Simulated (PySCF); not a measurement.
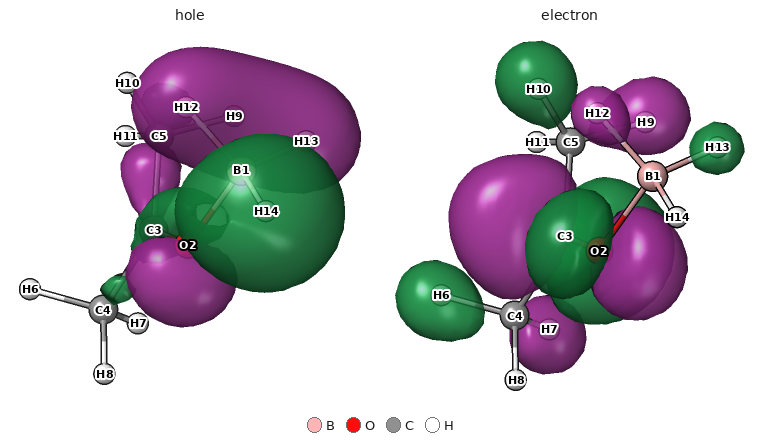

Figure. B(OCMe2)H3 (C3H9BO). Leading natural transition orbital pair of S₁ (TDA singlet states); the surfaces enclose about 85 % of each orbital's density.

Computed with PySCF, B3LYP/6-31+G*, geometry: GFN2-xTB. No frequency check shows the geometry to be a minimum.

Question: Give its energy, strength and character.

Answer: 4.15 eV (299 nm), f = 0.002 (very weak), charge transfer, whose energy this functional puts too low; the leading pair carries 100 %; hole on B1 (33 %), H14 (28 %) and O2 (13 %), electron on C3 (43 %), O2 (26 %) and C4 and C5 (7 % each); their centroids lie 2.2 Å apart. In canonical orbitals it is mainly HOMO → LUMO (98 %). The HOMO–LUMO gap is 5.24 eV.
